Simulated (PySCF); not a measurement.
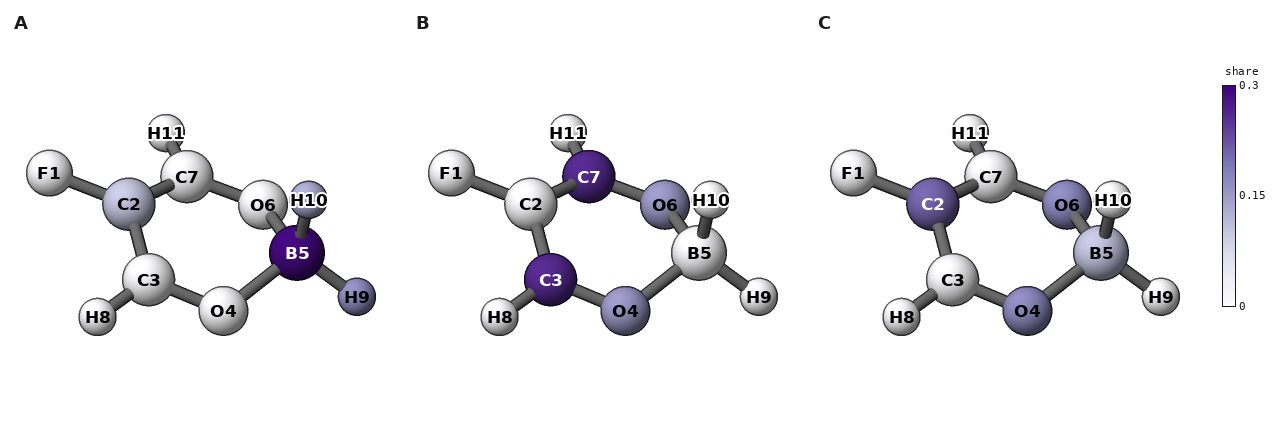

Each panel colours the atoms by their Löwdin share in one orbital (up to four of the largest shares; other atoms are shown as zero). The computed structure is the end point of a PBE0-D3(BJ)/def2-SVP optimisation. No frequency run is at hand to confirm it as a minimum. Level of theory: CAM-B3LYP/def2-SVPD (PySCF 2.14.0).

**The panels show the HOMO−1, HOMO, LUMO, in some order. Which is which?**

A: HOMO−1, −10.29 eV; B5 0.29, H9 0.16, H10 0.13, C2 0.10
B: LUMO, −1.77 eV; C7 0.26, C3 0.26, O4 0.15, O6 0.15
C: HOMO, −8.76 eV; C2 0.21, O6 0.17, O4 0.17, B5 0.10
